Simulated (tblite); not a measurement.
# Geometry relaxation of C4H10ClSi

C4H10ClSi, multiplicity 2, computed with GFN2-xTB geometry optimisation, gas phase (tblite 0.8.0).

It belongs to a series of runs on one base structure; here: H removed from sp3 C.

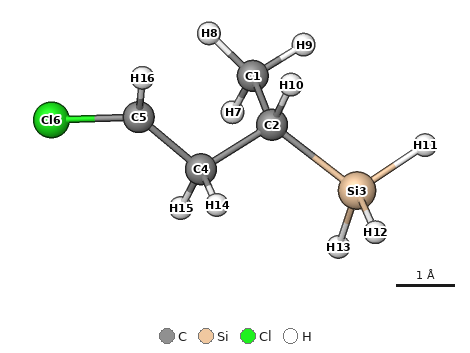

Fig. 1: The input geometry (ball-and-stick view, seen at a tilt; atoms are numbered from 1 in the order of the input). Bond lengths as drawn: C–C 1.49 to 1.55 Å, C–Cl 1.71 Å, C–H 1.08 to 1.11 Å, C–Si 1.90 Å and H–Si 1.48 to 1.49 Å.

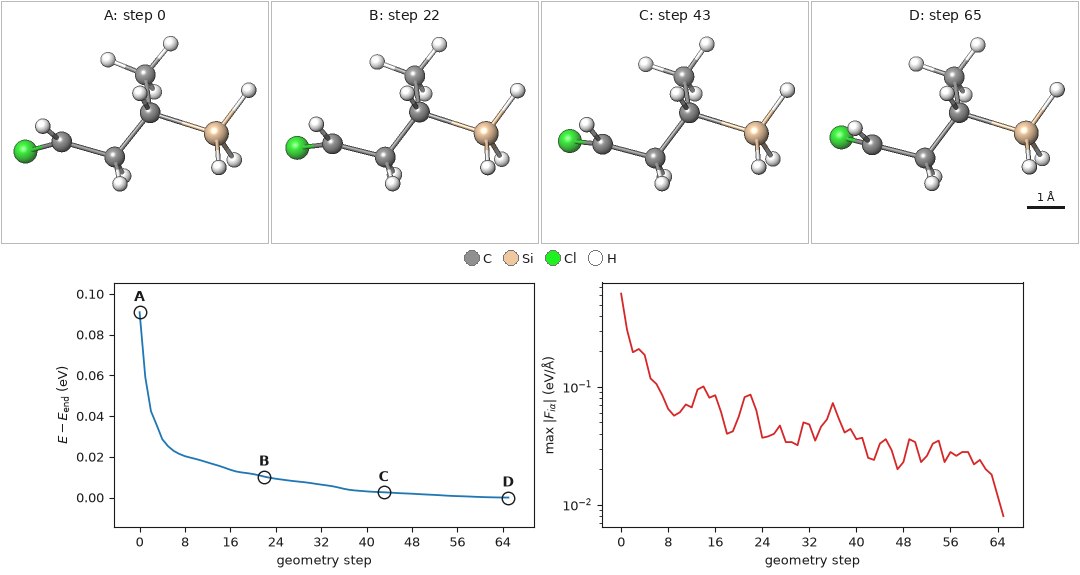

Fig. 2: Frames of the relaxation (ball-and-stick view, seen at a tilt) above the curves, on which the letters mark them (steps are counted from 0).

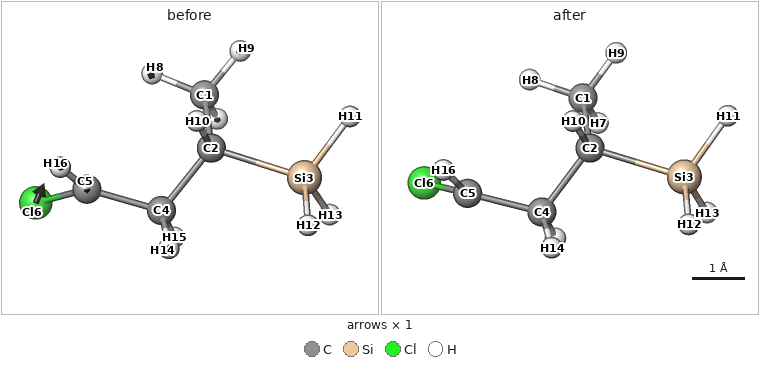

Fig. 3: Before (left) and after (right) the relaxation, at one scale (ball-and-stick view, seen at a tilt). The black arrows give the displacements, at true length. Cl6 moves most after the best rigid fit: 0.42 Å. Largest moves by element: Cl 0.42 Å, H 0.13 Å, C 0.08 Å, Si 0.02 Å. Among the contacts that change: Si3–H11 1.490 → 1.464 Å, C4–C5 1.493 → 1.473 Å, Si3–H12 1.483 → 1.464 Å, C2–H10 1.113 → 1.096 Å. Among the angles that change: C4–C5–H16 125.8° → 121.4°, Si3–C2–H10 104.9° → 109.1°, C2–C4–H14 109.9° → 107.8°. After 65 geometry steps the energy has fallen by 0.091 eV. The largest force component goes from 0.62 to 0.008 eV/Å. (Atoms are counted from 1 in the order of the input.)

The input and output of the run follow.

**Input**
```
{"job": {"kind": "relax", "xc": "GFN2-xTB", "basis": "xTB"}, "charge": 0, "multiplicity": 2}
C     -0.309400    -1.480600    -0.310500
C     -0.242900    -0.106100     0.381200
Si    -1.918500     0.786800     0.397500
C      0.877600     0.780000    -0.221500
C      2.236000     0.198400    -0.011100
Cl     3.192200    -0.205200    -1.373600
H     -0.520900    -1.364200    -1.384900
H      0.623700    -2.031200    -0.196000
H     -1.109100    -2.101100     0.119700
H     -0.009000    -0.293700     1.453000
H     -2.951300    -0.070600     1.043800
H     -1.803700     2.059900     1.149900
H     -2.340900     1.084400    -0.992700
H      0.876700     1.760000     0.262500
H      0.678300     0.957600    -1.276600
H      2.713600     0.034400     0.948000
```

The first line tells a small driver script what to run in tblite; the rest is the geometry in Å.

Launch command:
```bash
OMP_NUM_THREADS=1 python <driver script> task.json out
```

**The program's output**
```
step      E/eV     max force
  0    -540.58907    0.694
  1    -540.62093    0.415
  2    -540.63768    0.275
  3    -540.64443    0.221
  4    -540.65148    0.199
  5    -540.65486    0.143
  6    -540.65720    0.143
  7    -540.65871    0.109
  8    -540.65982    0.083
  9    -540.66055    0.068
 10    -540.66125    0.065
 11    -540.66203    0.081
 12    -540.66290    0.084
 13    -540.66373    0.098
 14    -540.66455    0.108
 15    -540.66549    0.092
 16    -540.66650    0.097
 17    -540.66731    0.069
 18    -540.66780    0.044
 19    -540.66815    0.043
 20    -540.66858    0.058
 21    -540.66918    0.084
 22    -540.66986    0.089
 23    -540.67043    0.069
 24    -540.67089    0.045
 25    -540.67127    0.046
 26    -540.67165    0.050
 27    -540.67200    0.050
 28    -540.67229    0.041
 29    -540.67258    0.049
 30    -540.67294    0.051
 31    -540.67337    0.051
 32    -540.67378    0.051
 33    -540.67415    0.043
 34    -540.67458    0.054
 35    -540.67516    0.064
 36    -540.67583    0.076
 37    -540.67634    0.056
 38    -540.67665    0.041
 39    -540.67687    0.045
 40    -540.67710    0.039
 41    -540.67728    0.038
 42    -540.67741    0.027
 43    -540.67753    0.026
 44    -540.67767    0.034
 45    -540.67785    0.039
 46    -540.67800    0.033
 47    -540.67812    0.029
 48    -540.67824    0.026
 49    -540.67840    0.040
 50    -540.67856    0.037
 51    -540.67870    0.030
 52    -540.67883    0.029
 53    -540.67899    0.035
 54    -540.67917    0.039
 55    -540.67932    0.028
 56    -540.67942    0.035
 57    -540.67951    0.032
 58    -540.67961    0.031
 59    -540.67974    0.034
 60    -540.67985    0.029
 61    -540.67994    0.025
 62    -540.68001    0.021
 63    -540.68007    0.018
 64    -540.68011    0.012
 65    -540.68013    0.010
```

**Trajectory as extended XYZ (Å, eV, eV/Å), 14 of the 66 frames kept, from step=0 to step=65**
```
16
Properties=species:S:1:pos:R:3:forces:R:3 step=0 energy=-540.58907
C    -0.3094   -1.4806   -0.3105   -0.2920   0.1470  -0.1340
C    -0.2429   -0.1061    0.3812    0.1730  -0.3680   0.4410
Si   -1.9185    0.7868    0.3975   -0.6200   0.2220  -0.1470
C     0.8776    0.7800   -0.2215    0.4390  -0.3180   0.4340
C     2.2360    0.1984   -0.0111   -0.0390  -0.0240  -0.4690
Cl    3.1922   -0.2052   -1.3736   -0.1630   0.0220   0.3080
H    -0.5209   -1.3642   -1.3849    0.1240  -0.0250   0.3910
H     0.6237   -2.0312   -0.1960    0.0160   0.1250  -0.0520
H    -1.1091   -2.1011    0.1197    0.2270   0.2900  -0.1000
H    -0.0090   -0.2937    1.4530    0.1600   0.0660  -0.4670
H    -2.9513   -0.0706    1.0438    0.3420   0.2280  -0.1810
H    -1.8037    2.0599    1.1499    0.0200  -0.2930  -0.1550
H    -2.3409    1.0844   -0.9927    0.0950  -0.0660   0.2940
H     0.8767    1.7600    0.2625   -0.2500   0.0940   0.2040
H     0.6783    0.9576   -1.2766    0.1050  -0.1980  -0.0840
H     2.7136    0.0344    0.9480   -0.3390   0.0950  -0.2830
16
Properties=species:S:1:pos:R:3:forces:R:3 step=5 energy=-540.65486
C    -0.3112   -1.4663   -0.3060   -0.0230  -0.0050  -0.0350
C    -0.2445   -0.1092    0.3928    0.1010  -0.0540   0.0860
Si   -1.9309    0.7922    0.3868    0.0850  -0.0340  -0.0240
C     0.8822    0.7709   -0.2050   -0.0370   0.0060  -0.0310
C     2.2284    0.1962   -0.0353   -0.0280   0.0000   0.0250
Cl    3.1908   -0.2128   -1.3675   -0.0170  -0.0380  -0.0380
H    -0.5137   -1.3558   -1.3685   -0.0100   0.0830  -0.0370
H     0.6244   -2.0128   -0.2023    0.0590   0.0490   0.0210
H    -1.1027   -2.0797    0.1193   -0.0160   0.0220   0.0400
H     0.0192   -0.2978    1.4396    0.0430   0.0000   0.0270
H    -2.9285   -0.0572    1.0317   -0.0310  -0.0540   0.0170
H    -1.8008    2.0383    1.1381    0.0280   0.0640   0.0260
H    -2.3378    1.0819   -0.9837   -0.0110   0.0100  -0.0950
H     0.8466    1.7520    0.2872   -0.0610  -0.0200   0.0530
H     0.6929    0.9272   -1.2648   -0.0680   0.0030  -0.1180
H     2.6779    0.0419    0.9261   -0.0130  -0.0310   0.0820
16
Properties=species:S:1:pos:R:3:forces:R:3 step=10 energy=-540.66125
C    -0.3094   -1.4638   -0.3069    0.0170   0.0280   0.0260
C    -0.2360   -0.1144    0.4015   -0.0330   0.0520  -0.0030
Si   -1.9236    0.7900    0.3822    0.0250  -0.0050   0.0180
C     0.8784    0.7702   -0.2101   -0.0480   0.0050   0.0170
C     2.2248    0.1972   -0.0352   -0.0210   0.0400   0.0120
Cl    3.1826   -0.2224   -1.3682   -0.0080  -0.0380  -0.0020
H    -0.5143   -1.3366   -1.3684   -0.0020   0.0170   0.0200
H     0.6322   -2.0006   -0.2031    0.0030  -0.0240  -0.0300
H    -1.1020   -2.0719    0.1241    0.0180  -0.0290  -0.0180
H     0.0377   -0.3009    1.4470    0.0090   0.0010  -0.0220
H    -2.9241   -0.0618    1.0282    0.0110  -0.0070  -0.0170
H    -1.7937    2.0405    1.1357    0.0150  -0.0090  -0.0240
H    -2.3343    1.0804   -0.9935    0.0390  -0.0200   0.0180
H     0.8287    1.7443    0.2967    0.0120   0.0000  -0.0540
H     0.6812    0.9223   -1.2738   -0.0180   0.0130   0.0610
H     2.6643    0.0365    0.9321   -0.0180  -0.0260  -0.0010
16
Properties=species:S:1:pos:R:3:forces:R:3 step=15 energy=-540.66549
C    -0.3035   -1.4567   -0.3028   -0.0040  -0.0360  -0.0330
C    -0.2341   -0.1126    0.4120    0.0330  -0.0440   0.0050
Si   -1.9158    0.7874    0.3860   -0.0470   0.0060   0.0060
C     0.8664    0.7738   -0.2082    0.0680   0.0540  -0.0030
C     2.2185    0.2145   -0.0322    0.0300   0.0040  -0.0280
Cl    3.1633   -0.2485   -1.3627   -0.0350  -0.0250   0.0240
H    -0.5164   -1.3113   -1.3596   -0.0060  -0.0230  -0.0270
H     0.6389   -1.9963   -0.2168    0.0020   0.0190  -0.0110
H    -1.0903   -2.0776    0.1204    0.0060  -0.0060   0.0050
H     0.0549   -0.3008    1.4502   -0.0200   0.0000   0.0690
H    -2.9169   -0.0710    1.0184   -0.0150   0.0030   0.0110
H    -1.7798    2.0437    1.1248   -0.0070   0.0090   0.0080
H    -2.3108    1.0692   -0.9954    0.0210  -0.0090  -0.0010
H     0.8181    1.7512    0.2850   -0.0080   0.0810   0.0420
H     0.6575    0.9258   -1.2672    0.0210  -0.0250  -0.0390
H     2.6424    0.0181    0.9366   -0.0380  -0.0070  -0.0300
16
Properties=species:S:1:pos:R:3:forces:R:3 step=20 energy=-540.66858
C    -0.2979   -1.4542   -0.3050    0.0090   0.0250   0.0050
C    -0.2273   -0.1128    0.4212   -0.0040   0.0080  -0.0090
Si   -1.9144    0.7847    0.3910    0.0410  -0.0220  -0.0040
C     0.8653    0.7878   -0.2060   -0.0430  -0.0220   0.0130
C     2.2187    0.2340   -0.0340    0.0000   0.0400   0.0200
Cl    3.1423   -0.2782   -1.3581   -0.0080  -0.0390  -0.0300
H    -0.5200   -1.3014   -1.3599    0.0010  -0.0150   0.0100
H     0.6467   -1.9910   -0.2315    0.0100   0.0120  -0.0070
H    -1.0792   -2.0831    0.1184    0.0220   0.0230   0.0070
H     0.0604   -0.3014    1.4630   -0.0130   0.0020  -0.0560
H    -2.9177   -0.0760    1.0158   -0.0210   0.0140   0.0200
H    -1.7737    2.0468    1.1192   -0.0270  -0.0010   0.0190
H    -2.2881    1.0582   -0.9970   -0.0080  -0.0010  -0.0120
H     0.8097    1.7703    0.2829    0.0000  -0.0290  -0.0080
H     0.6491    0.9243   -1.2668    0.0260   0.0200   0.0080
H     2.6184    0.0013    0.9355    0.0130  -0.0140   0.0240
16
Properties=species:S:1:pos:R:3:forces:R:3 step=25 energy=-540.67127
C    -0.2890   -1.4489   -0.3088   -0.0030  -0.0250  -0.0080
C    -0.2236   -0.1110    0.4189   -0.0050   0.0120  -0.0210
Si   -1.9119    0.7800    0.3929   -0.0370   0.0250  -0.0090
C     0.8645    0.7942   -0.2041    0.0340   0.0300  -0.0100
C     2.2270    0.2603   -0.0302   -0.0060  -0.0350   0.0000
Cl    3.1145   -0.3151   -1.3582   -0.0250  -0.0210   0.0330
H    -0.5228   -1.3036   -1.3613    0.0030   0.0180  -0.0190
H     0.6589   -1.9804   -0.2441    0.0160   0.0010   0.0040
H    -1.0632   -2.0783    0.1231   -0.0030  -0.0380   0.0210
H     0.0592   -0.3033    1.4592    0.0300   0.0020   0.0030
H    -2.9251   -0.0688    1.0226    0.0210   0.0100  -0.0090
H    -1.7842    2.0436    1.1234   -0.0070  -0.0180   0.0000
H    -2.2750    1.0487   -0.9998   -0.0190  -0.0010   0.0060
H     0.8016    1.7750    0.2830   -0.0050   0.0180   0.0170
H     0.6565    0.9315   -1.2663   -0.0070   0.0150   0.0060
H     2.6051   -0.0151    0.9386    0.0140   0.0070  -0.0140
16
Properties=species:S:1:pos:R:3:forces:R:3 step=30 energy=-540.67294
C    -0.2838   -1.4485   -0.3123    0.0070   0.0210   0.0030
C    -0.2223   -0.1069    0.4139    0.0090  -0.0270   0.0140
Si   -1.9147    0.7812    0.3902    0.0320  -0.0240  -0.0010
C     0.8667    0.8049   -0.2033   -0.0270  -0.0200   0.0120
C     2.2271    0.2658   -0.0269   -0.0210  -0.0100  -0.0100
Cl    3.0901   -0.3506   -1.3511    0.0060  -0.0310  -0.0150
H    -0.5237   -1.3013   -1.3645   -0.0040  -0.0230   0.0270
H     0.6699   -1.9721   -0.2519   -0.0160   0.0160  -0.0090
H    -1.0488   -2.0859    0.1295    0.0320   0.0230  -0.0320
H     0.0678   -0.3019    1.4527   -0.0160   0.0190  -0.0020
H    -2.9247   -0.0637    1.0247   -0.0090  -0.0290   0.0000
H    -1.7933    2.0390    1.1274    0.0070   0.0270   0.0030
H    -2.2764    1.0438   -1.0026   -0.0260   0.0130  -0.0120
H     0.7967    1.7828    0.2889    0.0260  -0.0040   0.0080
H     0.6595    0.9445   -1.2652    0.0070   0.0220  -0.0020
H     2.6022   -0.0223    0.9392   -0.0060   0.0260   0.0150
16
Properties=species:S:1:pos:R:3:forces:R:3 step=35 energy=-540.67516
C    -0.2730   -1.4432   -0.3160    0.0000  -0.0140  -0.0010
C    -0.2205   -0.1037    0.4107   -0.0180   0.0530  -0.0130
Si   -1.9153    0.7790    0.3867   -0.0410   0.0190   0.0090
C     0.8660    0.8140   -0.2011    0.0320   0.0130  -0.0150
C     2.2211    0.2610   -0.0277    0.0330   0.0040  -0.0080
Cl    3.0594   -0.4092   -1.3439   -0.0170  -0.0100   0.0130
H    -0.5274   -1.3061   -1.3641    0.0050   0.0340  -0.0410
H     0.6843   -1.9572   -0.2649    0.0470  -0.0030  -0.0050
H    -1.0235   -2.0915    0.1281   -0.0450  -0.0160   0.0420
H     0.0720   -0.2927    1.4494   -0.0300  -0.0120   0.0110
H    -2.9232   -0.0703    1.0238    0.0190  -0.0120  -0.0140
H    -1.8013    2.0389    1.1291    0.0110  -0.0310  -0.0360
H    -2.2929    1.0440   -1.0048    0.0110  -0.0010   0.0430
H     0.8049    1.7872    0.3020    0.0190  -0.0280   0.0160
H     0.6646    0.9722   -1.2618   -0.0210  -0.0200   0.0100
H     2.5972   -0.0135    0.9429   -0.0040   0.0240  -0.0090
16
Properties=species:S:1:pos:R:3:forces:R:3 step=40 energy=-540.67710
C    -0.2660   -1.4396   -0.3195   -0.0070   0.0100  -0.0060
C    -0.2215   -0.0968    0.4057    0.0070  -0.0360   0.0020
Si   -1.9207    0.7771    0.3860    0.0120  -0.0160  -0.0070
C     0.8700    0.8205   -0.2007   -0.0080  -0.0090   0.0150
C     2.2226    0.2605   -0.0311   -0.0120   0.0230   0.0070
Cl    3.0324   -0.4599   -1.3365    0.0070  -0.0210  -0.0070
H    -0.5275   -1.3024   -1.3677    0.0020   0.0040   0.0170
H     0.6999   -1.9425   -0.2763   -0.0360   0.0120   0.0070
H    -1.0091   -2.0941    0.1338    0.0200   0.0230  -0.0140
H     0.0640   -0.2870    1.4469   -0.0090  -0.0050  -0.0030
H    -2.9191   -0.0826    1.0204   -0.0020  -0.0170   0.0080
H    -1.8036    2.0358    1.1228    0.0030   0.0180   0.0110
H    -2.3049    1.0453   -0.9992   -0.0060   0.0040  -0.0270
H     0.8186    1.7848    0.3174   -0.0030   0.0140   0.0000
H     0.6625    0.9888   -1.2582   -0.0010  -0.0090   0.0040
H     2.5947    0.0009    0.9448    0.0320   0.0050  -0.0070
16
Properties=species:S:1:pos:R:3:forces:R:3 step=45 energy=-540.67785
C    -0.2650   -1.4357   -0.3222   -0.0010   0.0010   0.0090
C    -0.2221   -0.0967    0.4052   -0.0050   0.0330   0.0120
Si   -1.9228    0.7753    0.3829   -0.0010   0.0100   0.0010
C     0.8707    0.8220   -0.1969    0.0050   0.0070  -0.0020
C     2.2243    0.2629   -0.0324    0.0060   0.0010   0.0050
Cl    3.0209   -0.4850   -1.3319   -0.0110  -0.0060  -0.0110
H    -0.5281   -1.2981   -1.3687   -0.0050   0.0030  -0.0140
H     0.7002   -1.9360   -0.2784    0.0220  -0.0170  -0.0080
H    -1.0028   -2.0915    0.1335   -0.0360  -0.0150  -0.0050
H     0.0583   -0.2881    1.4470    0.0050  -0.0090   0.0100
H    -2.9151   -0.0924    1.0201    0.0130   0.0110  -0.0090
H    -1.8039    2.0357    1.1213   -0.0090  -0.0200  -0.0080
H    -2.3119    1.0468   -1.0025    0.0080  -0.0090   0.0120
H     0.8226    1.7856    0.3233   -0.0120  -0.0030  -0.0030
H     0.6611    0.9922   -1.2537    0.0030  -0.0030   0.0000
H     2.6062    0.0119    0.9419    0.0170   0.0150   0.0110
16
Properties=species:S:1:pos:R:3:forces:R:3 step=50 energy=-540.67856
C    -0.2673   -1.4339   -0.3226   -0.0040  -0.0060  -0.0090
C    -0.2224   -0.0952    0.4081    0.0130  -0.0330  -0.0100
Si   -1.9229    0.7752    0.3799    0.0110  -0.0100   0.0070
C     0.8734    0.8221   -0.1921    0.0020  -0.0080  -0.0010
C     2.2288    0.2648   -0.0315   -0.0030  -0.0010  -0.0030
Cl    3.0098   -0.5011   -1.3317   -0.0190   0.0070   0.0140
H    -0.5290   -1.2932   -1.3701    0.0110   0.0070   0.0100
H     0.6984   -1.9365   -0.2799   -0.0340  -0.0050   0.0020
H    -1.0114   -2.0889    0.1275    0.0180   0.0100  -0.0070
H     0.0534   -0.2922    1.4505    0.0110   0.0110  -0.0040
H    -2.9081   -0.0978    1.0176   -0.0160  -0.0010   0.0010
H    -1.8076    2.0324    1.1196   -0.0070   0.0200   0.0090
H    -2.3151    1.0453   -1.0040    0.0100  -0.0060  -0.0030
H     0.8219    1.7864    0.3258    0.0100  -0.0040   0.0060
H     0.6621    0.9900   -1.2490    0.0060  -0.0010  -0.0020
H     2.6284    0.0314    0.9406   -0.0090   0.0210  -0.0080
16
Properties=species:S:1:pos:R:3:forces:R:3 step=55 energy=-540.67932
C    -0.2678   -1.4316   -0.3260    0.0040   0.0030   0.0000
C    -0.2182   -0.0976    0.4109   -0.0140   0.0220   0.0070
Si   -1.9191    0.7724    0.3811   -0.0160   0.0060   0.0070
C     0.8750    0.8243   -0.1877   -0.0110   0.0070  -0.0030
C     2.2314    0.2712   -0.0315   -0.0050   0.0040  -0.0030
Cl    2.9804   -0.5329   -1.3257    0.0230  -0.0160  -0.0030
H    -0.5277   -1.2812   -1.3718   -0.0020  -0.0020  -0.0170
H     0.6932   -1.9401   -0.2869    0.0210  -0.0180   0.0050
H    -1.0126   -2.0875    0.1192   -0.0190   0.0030   0.0050
H     0.0580   -0.2931    1.4533    0.0130  -0.0150  -0.0070
H    -2.9056   -0.1038    1.0132   -0.0090   0.0040   0.0060
H    -1.8152    2.0338    1.1182    0.0010  -0.0090  -0.0030
H    -2.3088    1.0370   -1.0050    0.0150  -0.0020   0.0030
H     0.8230    1.7872    0.3321    0.0020  -0.0020   0.0050
H     0.6633    0.9917   -1.2446   -0.0080   0.0080  -0.0030
H     2.6431    0.0591    0.9399    0.0040   0.0080   0.0020
16
Properties=species:S:1:pos:R:3:forces:R:3 step=60 energy=-540.67985
C    -0.2703   -1.4321   -0.3280   -0.0080   0.0000   0.0010
C    -0.2189   -0.0987    0.4121    0.0170  -0.0140  -0.0080
Si   -1.9210    0.7712    0.3845    0.0160  -0.0120  -0.0020
C     0.8742    0.8237   -0.1870    0.0140  -0.0020  -0.0040
C     2.2318    0.2725   -0.0331    0.0100  -0.0070  -0.0110
Cl    2.9806   -0.5410   -1.3231   -0.0010   0.0010   0.0220
H    -0.5248   -1.2780   -1.3754    0.0100  -0.0100   0.0090
H     0.6871   -1.9499   -0.2840   -0.0200   0.0210   0.0040
H    -1.0239   -2.0816    0.1133    0.0020   0.0020  -0.0100
H     0.0633   -0.2995    1.4517   -0.0070  -0.0010   0.0020
H    -2.9101   -0.1042    1.0141   -0.0040   0.0060   0.0030
H    -1.8194    2.0338    1.1187    0.0030  -0.0040   0.0050
H    -2.3001    1.0333   -1.0048    0.0010   0.0010   0.0010
H     0.8252    1.7850    0.3360   -0.0100   0.0010  -0.0070
H     0.6619    0.9916   -1.2438   -0.0140   0.0130   0.0060
H     2.6568    0.0825    0.9374   -0.0070   0.0040  -0.0100
16
Properties=species:S:1:pos:R:3:forces:R:3 step=65 energy=-540.68013
C    -0.2710   -1.4306   -0.3301    0.0020  -0.0040  -0.0030
C    -0.2163   -0.0995    0.4125   -0.0040  -0.0040   0.0000
Si   -1.9192    0.7681    0.3859    0.0010   0.0030  -0.0020
C     0.8751    0.8259   -0.1865   -0.0080  -0.0010  -0.0010
C     2.2334    0.2759   -0.0359   -0.0040   0.0080   0.0010
Cl    2.9717   -0.5617   -1.3155    0.0000  -0.0020   0.0020
H    -0.5220   -1.2753   -1.3776    0.0020   0.0000  -0.0040
H     0.6848   -1.9494   -0.2850    0.0030  -0.0050   0.0050
H    -1.0267   -2.0794    0.1083   -0.0010  -0.0010  -0.0030
H     0.0664   -0.3033    1.4513   -0.0020   0.0030   0.0010
H    -2.9118   -0.1046    1.0145    0.0060   0.0050  -0.0010
H    -1.8217    2.0316    1.1191    0.0070  -0.0030   0.0060
H    -2.2943    1.0296   -1.0047   -0.0030   0.0010   0.0010
H     0.8246    1.7856    0.3388    0.0030  -0.0010   0.0010
H     0.6569    0.9982   -1.2414    0.0010  -0.0020  -0.0040
H     2.6624    0.0978    0.9349   -0.0020   0.0020   0.0010
```

**Results in brief**

- outcome: converged
- total energy: −540.6801 eV
- hardware: 1 CPU thread, shared host
- peak memory: 0.17 GiB
